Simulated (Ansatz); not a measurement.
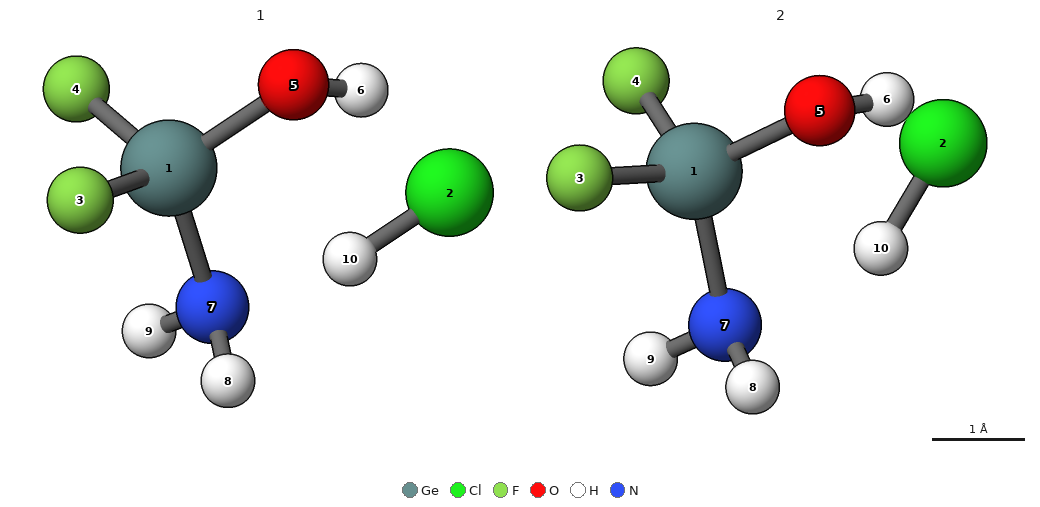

Two geometries of GeNH$_{4}$OClF$_{2}$, drawn at one scale. One is the start of a relaxation, the other its converged end. The picture is a ball-and-stick view, seen at a tilt.

All numbers below come from RKS PBE0/def2-SVP in Ansatz 0.2.0. Set-up: no spin polarisation; force threshold 0.03 eV/Å; at most 50 steps.

Which of the two is the end point?

Structure 1 is the relaxed one. The run prepares an end point of a later path (reaction) calculation, from a guessed geometry. After 10 accepted moves (11 points after the start) the energy has fallen by 18.2 kJ/mol. The largest force component goes from 0.88 to 0.015 eV/Å. The line search rejected the trial step at point 10 of the run. The atom that moves furthest after the best rigid fit is Cl2 (0.64 Å). Largest moves by element: Cl 0.64 Å, F 0.49 Å, H 0.49 Å, O 0.37 Å, N 0.24 Å, Ge 0.08 Å. Some distances before and after: Ge1–Cl2 3.428 → 3.630 Å, Ge1–N7 1.872 → 1.834 Å, Cl2–H10 1.339 → 1.345 Å, Ge1–F3 1.720 → 1.716 Å. Groups turn about Ge1–N7 by about 25°, Ge1–O5 by about 25°. The run took 36 s on 4 threads of Arm Neoverse V1, on a shared host, peak memory 0.35 GiB.

Limits of the set-up: the start holds two separate molecules, 2.2 Å apart at their closest, whose relative position is a soft coordinate and is computed without a dispersion correction.
